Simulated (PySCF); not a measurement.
CH₇BO₃Si₂ (SMILES O=C[SiH2]OBO[SiH3])

```xyz
14

O    -2.4322    2.1044   -0.2543
C    -1.6280    1.3569    0.2400
Si   -1.7932   -0.5597    0.3272
O    -0.5888   -1.1373    1.2327
B     0.7197   -1.2386    1.5036
O     1.6493   -0.6210    0.7858
Si    2.0220    0.3670   -0.4429
H    -0.7009    1.7896    0.6904
H    -1.7304   -1.1000   -1.0310
H    -2.9985   -0.9331    1.0602
H     1.0516   -1.9004    2.4196
H     3.0974   -0.3416   -1.1317
H     0.8829    0.6032   -1.3388
H     2.4485    1.6102    0.1973
```

Geometry: GFN2-xTB.

The calculation used B3LYP/def2-SVPD, SCF density, gas phase (PySCF).

What will maps of the electron density and electron localisation function show?

C–O (1.20 Å): ρ at the midpoint is about 3.4 e/Å³; the ELF peaks at about 0.85 between the atoms; a multiple bond.
B–O (1.34 Å): ρ at the midpoint is about 2.1 e/Å³; the ELF peaks at about 0.90 between the atoms: a short, strongly polar bond.
Si–O (1.61 Å): the density is about 1.1 e/Å³ at the midpoint; the ELF peaks at about 0.85 between the atoms: a polar covalent bond.
C–Si (1.93 Å): ρ at the midpoint is about 0.94 e/Å³; the ELF peaks at about 1 between the atoms: a shared electron pair.

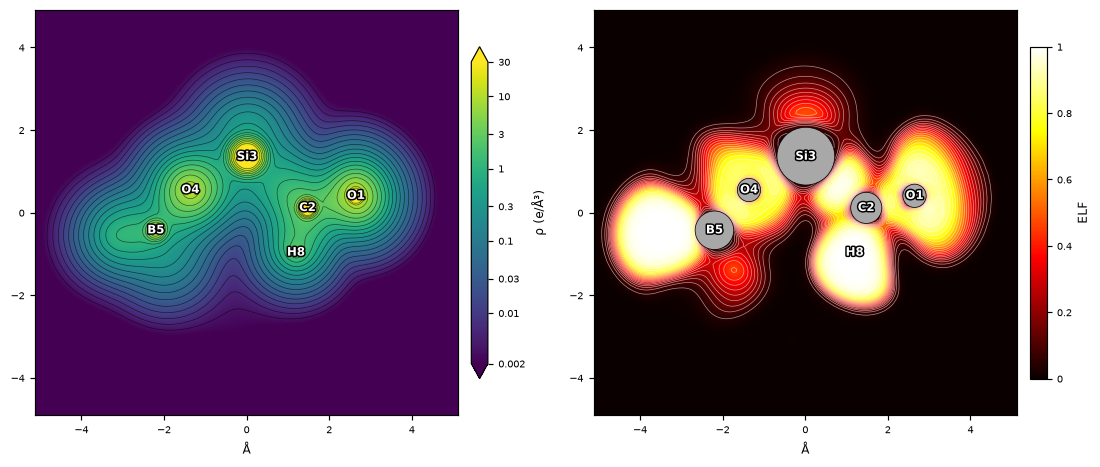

Computed electron density and electron localisation function on the plane of atoms Si3, C2 and H8, in this order. Grey discs cover the atomic cores in the ELF map. 
